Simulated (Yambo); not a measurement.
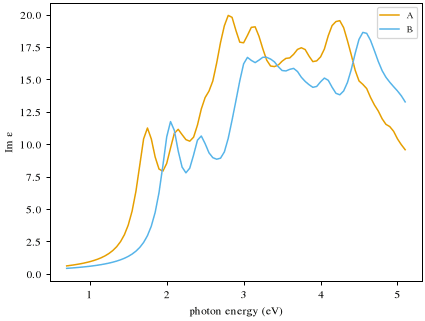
*Two computed absorption spectra of WS₂ (space group R3m, No. 160) (Yambo, PBEsol bands with the same scissor, field along x)*

Axes are Cartesian, with cell vectors (Å) (1.58, 0.91, 6.04), (-1.58, 0.91, 6.04), (0.00, -1.82, 6.04).

**Question.** Which curve includes the electron-hole attraction (BSE), and where are its main peaks?

**Answer.** Curve A: the attraction moves weight to lower energy (centre of the plotted range 3.4 eV against 3.6 eV). Its peaks lie at 1.8 eV, 4.2 eV. Settings: 6×6×6 mesh, 8 valence and 8 conduction bands, static screening with 68 bands and a 4 Ry block, scissor 0.36 eV, Tamm-Dancoff. The scissor comes from a G0W0 run whose convergence isn't established. Broadening 0.15 eV. The band window holds all transitions up to 5.1 eV. Fine structure above the onset can come from the mesh.

Spin-orbit coupling is included.

Geometry relaxed with PBE+D3(BJ); primitive cell a = 6.3070 Å, b = 6.3070 Å, c = 6.3070 Å, α = 28.99°, β = 28.99°, γ = 28.99°.

This is not the ordinary phase of the substance.
